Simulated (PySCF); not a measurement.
**C6H7S (SMILES C#CCC(=S)[CH]C) (doublet): density, localisation and related maps**

```
atom    x (Å)    y (Å)    z (Å)
   C   2.7238   0.8663   0.8981
   C   2.0619   0.0494   0.2966
   C   1.2722  -0.9363  -0.4278
   C  -0.2398  -0.7525  -0.3952
   S  -1.1683  -1.8977  -1.2346
   C  -0.8080   0.3044   0.2889
   C  -2.2526   0.6001   0.4026
   H   3.3206   1.5853   1.4281
   H   1.5892  -0.9555  -1.4842
   H   1.5002  -1.9441  -0.0415
   H  -0.1151   0.9873   0.7957
   H  -2.4674   1.6068   0.0045
   H  -2.8596  -0.1410  -0.1339
   H  -2.5541   0.6226   1.4639
```

Geometry: PBE0-D3(BJ)/def2-SVP.

Theory: DFT single point, gas phase, functional CAM-B3LYP in PySCF.

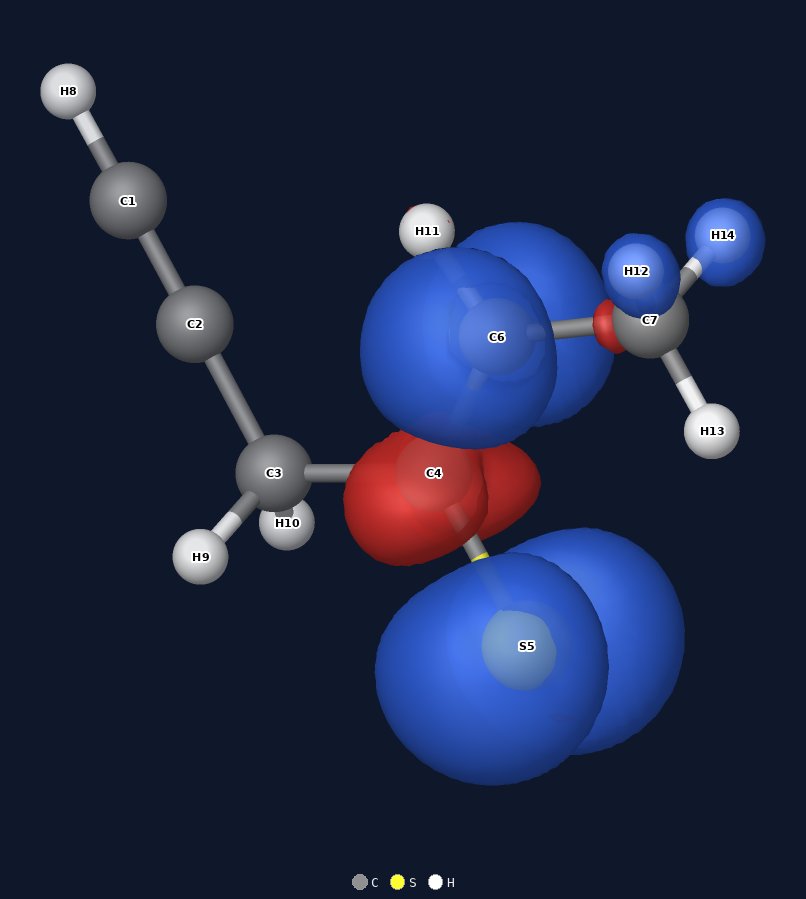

Figure 1. Isosurfaces of the spin density at +0.02 (blue) and −0.02 e/Å³ (red), seen at a tilt.

### Describe the spin distribution.

The unpaired spin (1 electron) lies mostly on S5 (about 0.6) and C6 (about 0.3), in electrons by Hirshfeld's partition.

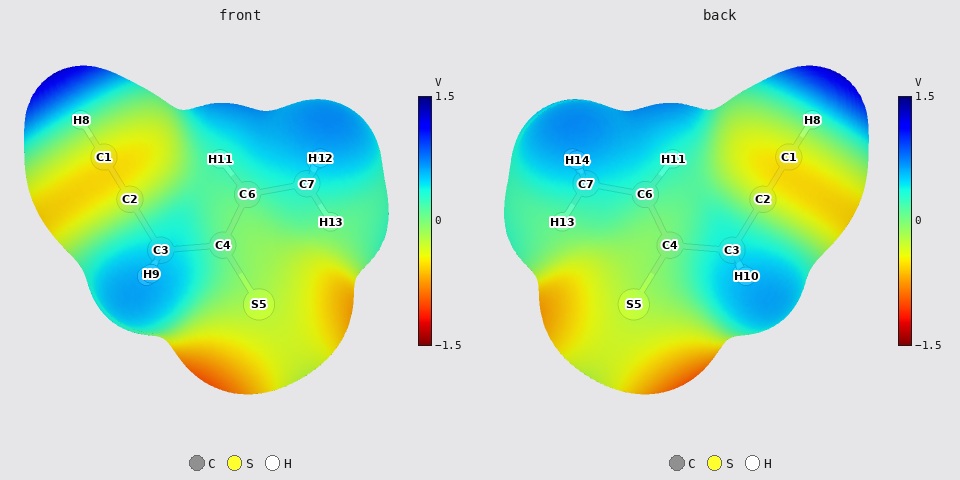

Figure 2. The electrostatic potential painted on the density surface at 0.001 e/bohr³, seen from the front and from behind; the colour scale runs from red (negative) to blue (positive).

### Which sites attract a positive test charge, and which a negative one?

A positive charge is drawn to the negative regions and a negative charge to the positive ones. The most negative region (about −0.9 V) lies over S5, the most positive (about +1.3 V) over H8.

### What dipole moment does the calculation give?

Its dipole moment is 2.36 D.
